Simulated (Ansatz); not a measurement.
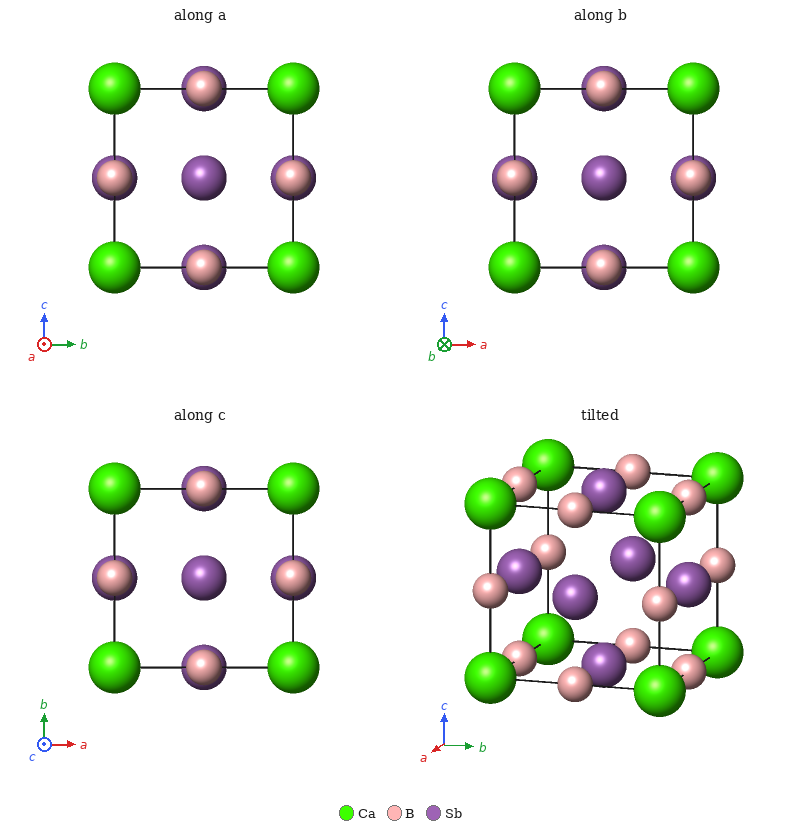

Shown here is a spheres-only view of the crystal, taken along the a axis, along the b axis, along the c axis and slightly off an axis. One conventional unit cell is framed, with atoms on its boundary repeated.

Lattice parameters: a = 5.125 Å, b = 5.125 Å, c = 5.125 Å, α = 90.00°, β = 90.00°, γ = 90.00°.

Q: Write down what is shown as a table of Wyckoff sites.

A: Space group Pm-3m (No. 221).
| atom | site | x | y | z |
| --- | --- | --- | --- | --- |
| Ca | 1a | 0.0000 | 0.0000 | 0.0000 |
| B | 3d | 0.0000 | 0.5000 | 0.0000 |
| Sb | 3c | 0.0000 | 0.5000 | 0.5000 |

The structure comes from a random cell made by a generator, so it need not be a real form of the compound. It was relaxed with Ansatz, DFT PBE, scalar-relativistic, plane waves, PAW.
